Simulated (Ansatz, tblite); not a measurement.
# Cyclo-(SnH2)3 (Sn₃H₆): which spin state is lowest

Is the singlet the ground state of cyclo-(SnH2)3 (Sn₃H₆)? Other spin states are computed and compared level by level.

Program: Ansatz 0.2.0, Gaussian basis. Level of theory: as each input shows. These are calculated values, not measurements.

Plan: triplet, at the geometry of the singlet (GFN1-xTB, GFN2-xTB, PBE0-D4/def2-TZVP, PBE-D4/def2-TZVP, r2SCAN-D4/def2-TZVP); the singlet's energies come from earlier runs.

1 further run of the same task is left out (set aside as unsound or not needed).

## 1. The relaxed structure

The geometry is that of the singlet, from an earlier relaxation (PBE0-D4/def2-SVP).

9 atoms, charge 0, spin multiplicity 1.

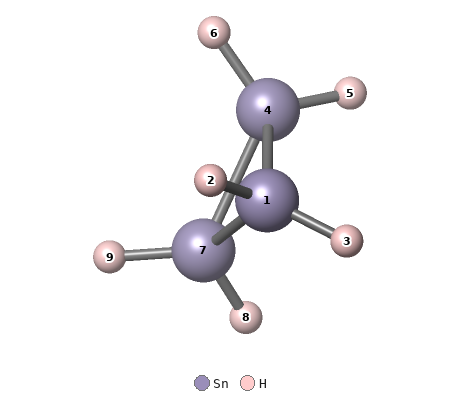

The geometry (tin purple, hydrogen pink); atoms are numbered from 1 in the order of the file.

Sn takes a core potential in the def2 sets. No spin-orbit coupling is included.

## 2. Triplet at the fixed geometry, GFN1-xTB

Tight binding, by tblite at 300 K electronic temperature and without a spin-polarisation term:

```python
tblite.interface.Calculator('GFN1-xTB', numbers, positions, charge=0, uhf=2).singlepoint()
```

Energy -287.4818 eV; 0.008 s.

## 3. Triplet at the fixed geometry, GFN2-xTB

Tight binding, by tblite at 300 K electronic temperature and without a spin-polarisation term:

```python
tblite.interface.Calculator('GFN2-xTB', numbers, positions, charge=0, uhf=2).singlepoint()
```

Energy -250.6378 eV; 0.007 s.

## 4. Triplet at the fixed geometry, PBE0-D4/def2-TZVP

Contents of in.yaml:

```yaml
crystal:
  periodic: [false, false, false]
  atoms:
    - {symbol: Sn, position_ang: [-1.443265, 0.159888, 0.725307]}
    - {symbol: H, position_ang: [-2.609224, -1.090048, 0.863429]}
    - {symbol: H, position_ang: [-1.977409, 1.572723, 1.537432]}
    - {symbol: Sn, position_ang: [0.161859, 0.360265, -1.574630]}
    - {symbol: H, position_ang: [0.529757, 1.919290, -2.186892]}
    - {symbol: H, position_ang: [-0.102495, -0.743989, -2.859770]}
    - {symbol: Sn, position_ang: [1.282395, -0.520149, 0.849475]}
    - {symbol: H, position_ang: [2.395557, 0.502642, 1.659120]}
    - {symbol: H, position_ang: [1.762816, -2.160623, 0.986520]}
basis:
  gaussian: {orbitals: def2-TZVP}
magnetization: {spin_polarized: true, initial_magnetization: 2}
hamiltonian: {xc: pbe0, dispersion: d4}
scf: {omitted_lower_state_checks: [starts]}
output: {orbitals: {seedname: orbitals}}
```

Command:

```sh
> ansatz run in.yaml --threads 4 --pin off --events-out ev --progress --plain --max-ram 3916MiB
```

The log of the run:

```text
Functional definition: PBE0
  name "PBE0"
  cite "Adamo & Barone, J. Chem. Phys. 110, 6158 (1999) doi:10.1063/1.478522"
  cite "Perdew, Burke & Ernzerhof, Phys. Rev. Lett. 77, 3865 (1996) doi:10.1103/PhysRevLett.77.3865"
  parent pbe
  parameter a = 0.25
  parameter kappa = 0.804
  parameter beta = 0.06672455060314922
  exchange = (1 - a)*pbe_x(kappa = kappa, mu = beta*pi^2/3) + a*exact_x
  correlation = pbe_c(beta = beta)
these checks for a lower state are left out or cut short: starts
1647 factors; their error is unknown
mean field evaluation 1: about -17587.3114 eV, gradient 1.2e1 eV
mean field evaluation 2: about -17587.6537 eV, gradient 1.1e1 eV
mean field evaluation 4: about -17588.1640 eV, gradient 9.2e-1 eV
mean field evaluation 8: about -17588.1818 eV, gradient 2.7e-1 eV
mean field evaluation 16: about -17588.2307 eV, gradient 2.4e-2 eV
mean field -17588.45833241 eV, -646.3639218307 hartree, gradient 4.7e-6 eV, S^2 2.003638; 0 other end points of the search recorded, 0 dependent functions left out
reference -17588.45838652 eV, -646.3639238192 hartree; 37, 35 occupied and 149, 151 virtual orbitals, 1647 factors
Total energy: -17588.66676767 eV, -646.3715816854 hartree
Checks for a lower state left out: starts
```

Run time: 30 s. Hardware: 4 threads of Arm Neoverse N1, shared host; peak memory 1.1 GiB.

Report: HOMO -3.06 eV, LUMO -4.76 eV (over both spins; with the spin held, an empty level of the minority spin lies below the top filled one); ⟨S²⟩ 2.004 (pure: 2.00).

## 5. Triplet at the fixed geometry, PBE-D4/def2-TZVP

start.molden holds the orbitals of an earlier run on this state, given as this run's starting guess.

in.yaml: that of step 4 with these lines changed.

```diff
@@ -13,5 +13,5 @@
 basis:
-  gaussian: {orbitals: def2-TZVP}
+  gaussian: {orbitals: def2-TZVP, initial_orbitals: start.molden}
 magnetization: {spin_polarized: true, initial_magnetization: 2}
-hamiltonian: {xc: pbe0, dispersion: d4}
+hamiltonian: {xc: pbe, dispersion: d4}
 scf: {omitted_lower_state_checks: [starts]}
```

The command is unchanged.

The log of the run:

```text
Functional definition: PBE
  name "PBE"
  cite "Perdew, Burke & Ernzerhof, Phys. Rev. Lett. 77, 3865 (1996) doi:10.1103/PhysRevLett.77.3865"
  parent pbe
  parameter kappa = 0.804
  parameter beta = 0.06672455060314922
  exchange = pbe_x(kappa = kappa, mu = beta*pi^2/3)
  correlation = pbe_c(beta = beta)
these checks for a lower state are left out or cut short: starts
1428 factors; their error is unknown
mean field evaluation 1: about -17587.5461 eV, gradient 5.0e0 eV
mean field evaluation 2: about -17587.6799 eV, gradient 2.1e-1 eV
mean field evaluation 4: about -17587.6714 eV, gradient 3.1e-2 eV
mean field evaluation 8: about -17587.6714 eV, gradient 2.0e-3 eV
mean field evaluation 16: about -17587.6714 eV, gradient 4.8e-5 eV
mean field -17587.67142988 eV, -646.3350036964 hartree, gradient 2.6e-6 eV, S^2 2.001970; 0 other end points of the search recorded, 0 dependent functions left out
reference -17587.67150163 eV, -646.3350063330 hartree; 37, 35 occupied and 149, 151 virtual orbitals, 1428 factors
Total energy: -17587.91100873 eV, -646.3438080567 hartree
Checks for a lower state left out: starts
```

Wall time 17 s (4 threads of Arm Neoverse N1, shared host).

HOMO -2.52 eV, LUMO -5.52 eV (over both spins; with the spin held, an empty level of the minority spin lies below the top filled one); ⟨S²⟩ 2.002 (pure: 2.00).

## 6. Triplet at the fixed geometry, r2SCAN-D4/def2-TZVP

in.yaml: that of step 5 with these lines changed.

```diff
@@ -15,3 +15,3 @@
 magnetization: {spin_polarized: true, initial_magnetization: 2}
-hamiltonian: {xc: pbe, dispersion: d4}
+hamiltonian: {xc: r2scan, dispersion: d4}
 scf: {omitted_lower_state_checks: [starts]}
```

The command is unchanged.

The log of the run (excerpt; [...] marks lines left out):

```text
Functional definition: r2SCAN
  name "r2SCAN"
  cite "Furness, Kaplan, Ning, Perdew & Sun, J. Phys. Chem. Lett. 11, 8208 (2020) doi:10.1021/acs.jpclett.0c02405"
  cite "Furness, Kaplan, Ning, Perdew & Sun, J. Phys. Chem. Lett. 11, 9248 (2020) doi:10.1021/acs.jpclett.0c03077"
  parent r2scan
[...]
1428 factors; their error is unknown
[...]
mean field -17594.66627784 eV, -646.5920596174 hartree, gradient 5.8e-6 eV, S^2 2.009413; 0 other end points of the search recorded, 0 dependent functions left out
reference -17594.66630811 eV, -646.5920607299 hartree; 37, 35 occupied and 149, 151 virtual orbitals, 1428 factors
Total energy: -17594.71954721 eV, -646.5940172307 hartree
Checks for a lower state left out: starts
```

Run time: 41 s. Hardware: 4 threads of Arm Neoverse N1, shared host; peak memory 0.61 GiB.

Report: HOMO -2.59 eV, LUMO -5.33 eV (over both spins; with the spin held, an empty level of the minority spin lies below the top filled one); ⟨S²⟩ 2.009 (pure: 2.00).

## 7. Triplet less singlet, vertical

The singlet's energies are those of its earlier runs, whose logs aren't repeated here.

```csv
level,"triplet less singlet, vertical (kJ/mol)",time
GFN1-xTB,+348.7,0.016 s
GFN2-xTB,+288.6,0.013 s
PBE-D4/def2-TZVP,+318.2,20 s
r2SCAN-D4/def2-TZVP,+328.2,47 s
PBE0-D4/def2-TZVP,+336.1,37 s
```

Times add the two runs; a level without a time comes out of a correlated run. Tight binding without a spin term can't rank spin states.

## 8. Results

| quantity | value |
| --- | --- |
| triplet less singlet, vertical, functionals in def2-TZVP | +318.2 (PBE-D4) to +336.1 kJ/mol (PBE0-D4) |

All functionals put the triplet above the singlet, over a spread of 17.9 kJ/mol. The checks for a lower triplet were left out, so another state of that spin may lie lower. These are electronic energies, without zero-point motion, entropy or surroundings.
